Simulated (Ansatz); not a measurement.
# SiH (SMILES [SiH]): levels of theory compared

We compute a comparison of 6 runs (UBHLYP/3-21G, U-wB97X/6-311G**, UMP2/3-21G, UBCCD(T)/3-21G, UCCSDT(Q)/6-311G**, UCCSDT/6-311G**) of SiH. 

Program for the calculation: Ansatz 0.2.0.

66 further runs of the same task are left out: 2 that didn't finish, 64 set aside as unsound or not needed.

## Step 1: The molecule

SiH: 2 atoms, total charge 0, spin state doublet. SMILES: `[SiH]`. The H2–Si1 distance was set to 3.791 Å, away from the relaxed value.

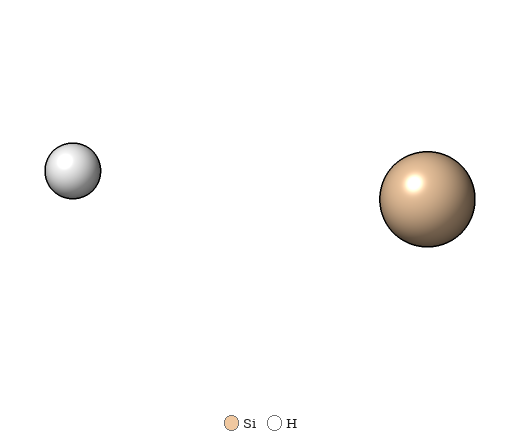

Viewed from a chosen angle; silicon light orange, hydrogen white.

## Step 2: A single-point energy at UBHLYP/3-21G (run 1)

run.yaml

```yaml
crystal:
  periodic: [false, false, false]
  atoms:
    - {symbol: Si, position_ang: [0.000000, 0.000000, -2.274840]}
    - {symbol: H, position_ang: [0.000000, 0.000000, 1.516560]}
basis:
  gaussian: {orbitals: 3-21G.json}
magnetization: {spin_polarized: true, initial_magnetization: 1}
hamiltonian: {xc: {name: BHLYP}}
accuracy: high
```

The basis set 3-21G is read from a file made from the Basis Set Exchange's data (not shown).

On the command line:

```console
$ ansatz run run.yaml --threads 1 --pin off --max-ram 2610MiB --events-out events.jsonl --progress --plain --runs-dir runs
```

Standard output:

```text
Warning: RAYON_NUM_THREADS=1 ignored (pool sized by the plan → 1); use --threads N
Functional definition: BHLYP
  name "BHLYP"
  parameter a = 0.5
  exchange = (1 - a)*b88_x + a*exact_x
  correlation = lyp_c
273 factors; integrals over basis functions are off by at most 3.3e-9 eV
mean field evaluation 1: about -7840.9012 eV, gradient 1.1e1 eV
mean field evaluation 2: about -7833.3088 eV, gradient 1.5e1 eV
mean field evaluation 4: about -7844.2887 eV, gradient 4.6e0 eV
mean field evaluation 8: about -7844.6963 eV, gradient 5.2e-1 eV
mean field evaluation 16: about -7846.5585 eV, gradient 2.8e-5 eV
mean field evaluation 32: about -7846.1732 eV, gradient 1.3e-2 eV
mean field evaluation 64: about -7846.2542 eV, gradient 4.5e-2 eV
mean field -7846.55845847 eV, -288.3557047603 hartree, gradient 2.2e-8 eV, S^2 1.721370; 8 other end points of the search recorded, 0 dependent functions left out
reference -7846.55847697 eV, -288.3557054402 hartree; 8, 7 occupied and 7, 8 virtual orbitals, 273 factors
Total energy: -7846.55847697 eV, -288.3557054402 hartree
```

It took 3.3 s on 1 thread of Arm Neoverse V2, shared host; peak memory 0.091 GiB.

## Step 3: The energy at U-wB97X/6-311G(d,p) (run 2)

input.yaml

```yaml
crystal:
  periodic: [false, false, false]
  atoms:
    - symbol: Si
      position_ang: [0.000000, 0.000000, -2.274840]
    - symbol: H
      position_ang: [0.000000, 0.000000, 1.516560]
basis:
  gaussian:
    orbitals: 6-311G_st__st_-spherical.json
magnetization:
  spin_polarized: true
  initial_magnetization: 1
hamiltonian:
  xc: {name: wB97X}
accuracy: high
```

The basis set 6-311G** is read from a file made from the Basis Set Exchange's data (not shown).

On the command line:

```console
$ ansatz run input.yaml --threads 1 --pin off --max-ram 2610MiB --events-out events.jsonl --progress --plain --runs-dir runs
```

Standard output:

```text
Warning: RAYON_NUM_THREADS=1 ignored (pool sized by the plan → 1); use --threads N
Functional definition: wB97X
  name "wB97X"
  parameter omega = 0.3/bohr
  parameter cx = 0.157706
  parameter cx1 = 0.726479
  parameter cx2 = 1.04760
  parameter cx3 = -5.70635
  parameter cx4 = 13.2794
  parameter css1 = -4.33879
  parameter css2 = 18.2308
  parameter css3 = -31.7430
  parameter css4 = 17.2901
  parameter cos1 = 2.37031
  parameter cos2 = -11.3995
  parameter cos3 = 6.58405
  parameter cos4 = -3.78132
  exchange = spin_sum(e_x_unif_sr(omega)*poly(b97_u_x, 1 - cx, cx1, cx2, cx3, cx4)) + cx*exact_x_sr(omega)
      + exact_x_lr(omega)
  correlation = spin_sum(e_c_pw_same_spin*poly(b97_u_same, 1, css1, css2, css3, css4))
      + integral(e_c_pw_opposite_spin*poly(b97_u_opposite, 1, cos1, cos2, cos3, cos4))
410 factors; integrals over basis functions are off by at most 9.9e-9 eV
145 factors; integrals over basis functions are off by at most 1.9e-9 eV
mean field evaluation 1: about -7882.8722 eV, gradient 1.1e1 eV
mean field evaluation 2: about -7878.2209 eV, gradient 1.8e1 eV
mean field evaluation 4: about -7885.8654 eV, gradient 7.8e-1 eV
mean field evaluation 8: about -7885.8580 eV, gradient 3.1e-2 eV
mean field evaluation 16: about -7887.3556 eV, gradient 5.5e0 eV
mean field evaluation 32: about -7886.7868 eV, gradient 5.2e0 eV
mean field evaluation 64: about -7887.2594 eV, gradient 3.8e-1 eV
mean field evaluation 96: about -7887.5277 eV, gradient 7.5e-2 eV
mean field evaluation 128: about -7887.5305 eV, gradient 1.4e-2 eV
mean field -7887.53314814 eV, -289.8614968322 hartree, gradient 7.1e-8 eV, S^2 1.733394; 7 other end points of the search recorded, 0 dependent functions left out
reference -7887.53314810 eV, -289.8614968307 hartree; 8, 7 occupied and 24, 25 virtual orbitals, 410 factors
Total energy: -7887.53314810 eV, -289.8614968307 hartree
```

Wall time 35 s (1 thread of Arm Neoverse V2, shared host); peak memory 0.23 GiB.

Run 3 isn't shown in full; the table further down has it.

## Step 4: A single-point energy at UBCCD(T)/3-21G (run 4)

run.yaml

```yaml
crystal:
  periodic: [false, false, false]
  atoms:
    - symbol: Si
      position_ang: [0.000000, 0.000000, -2.274840]
    - symbol: H
      position_ang: [0.000000, 0.000000, 1.516560]
basis:
  gaussian:
    orbitals: 3-21G.json
magnetization:
  spin_polarized: true
  initial_magnetization: 1
correlation:
  method: bccd_t
  frozen_orbitals: {H: 0, Si: 5}
accuracy: high
scf:
  omitted_lower_state_checks: [cluster_reference, increment]
```

The basis set 3-21G is read from a file made from the Basis Set Exchange's data (not shown).

On the command line:

```console
$ ansatz run run.yaml --threads 1 --pin off --max-ram 2610MiB --events-out events.jsonl --progress --plain --runs-dir runs
```

Standard output:

```text
Warning: RAYON_NUM_THREADS=1 ignored (pool sized by the plan → 1); use --threads N
[... 18 lines left out ...]
5 core orbitals not correlated: weight in the atoms' cores, before any rotation towards them, 1.000 or more for the frozen orbitals, at most 0.000 for the correlated occupied ones
[... 37 lines left out ...]
Total energy: -7833.23018682 eV, -287.8658998117 hartree
Checks for a lower state left out: cluster_reference, increment
```

Run time: 0.46 s. Hardware: 1 thread of Arm Neoverse V2, shared host.

Run 5 isn't shown in full; the table further down has it.

## Step 5: The energy at UCCSDT/6-311G(d,p) (run 6)

molecule.yaml

```yaml
crystal:
  periodic: [false, false, false]
  atoms:
    - {symbol: Si, position_ang: [0.000000, 0.000000, -2.274840]}
    - {symbol: H, position_ang: [0.000000, 0.000000, 1.516560]}
basis:
  gaussian: {orbitals: 6-311G_st__st_-spherical.json}
magnetization: {spin_polarized: true, initial_magnetization: 1}
correlation: {method: ccsdt, frozen_orbitals: {H: 0, Si: 5}}
accuracy: high
scf: {omitted_lower_state_checks: [cluster_reference, increment]}
```

The basis set 6-311G** is read from a file made from the Basis Set Exchange's data (not shown).

On the command line:

```console
$ ansatz run molecule.yaml --threads 1 --pin off --max-ram 2610MiB --events-out events.jsonl --progress --plain --runs-dir runs
```

Standard output:

```text
Warning: RAYON_NUM_THREADS=1 ignored (pool sized by the plan → 1); use --threads N
[... 19 lines left out ...]
5 core orbitals not correlated: weight in the atoms' cores, before any rotation towards them, 1.000 or more for the frozen orbitals, at most 0.000 for the correlated occupied ones
[... 52 lines left out ...]
Total energy: -7875.26989540 eV, -289.4108306062 hartree
Checks for a lower state left out: cluster_reference, increment
```

Wall time 2.5 s (1 thread of Arm Neoverse V2, shared host); peak memory 0.094 GiB.

## Step 6: All runs side by side

```csv
run,level,frozen core orbitals,energy (Eh),⟨S²⟩,wall time
1,UBHLYP/3-21G,–,-288.355705,1.721,3.3 s
2,U-wB97X/6-311G**,–,-289.861497,1.733,35 s
3,UMP2/3-21G,5,-287.856625,1.738,0.26 s
4,UBCCD(T)/3-21G,5,-287.865900,1.738,0.46 s
5,UCCSDT(Q)/6-311G**,5,-289.410978,1.742,3.6 s
6,UCCSDT/6-311G**,5,-289.410831,1.742,2.5 s
```

## Step 7: Summary of results

```
                                          quantity          value
                               run 6: total energy  -289.41083 Eh
run 6: correlation energy (5 core orbitals frozen)      -60.3 mEh
          run 6: ⟨S²⟩ of the reference determinant          1.742
                              run 6: T1 diagnostic          0.028
```

Totals of different functionals can't be ranked against each other. Spin contamination of the reference: run 5 ⟨S²⟩ = 1.74, run 6 ⟨S²⟩ = 1.74, run 3 ⟨S²⟩ = 1.74, run 4 ⟨S²⟩ = 1.74, run 2 ⟨S²⟩ = 1.73, run 1 ⟨S²⟩ = 1.72. Where it is this large, the reference is a mixture of spin states, and values that rest on it are in doubt. All runs together took 46 s, the longest 35 s.
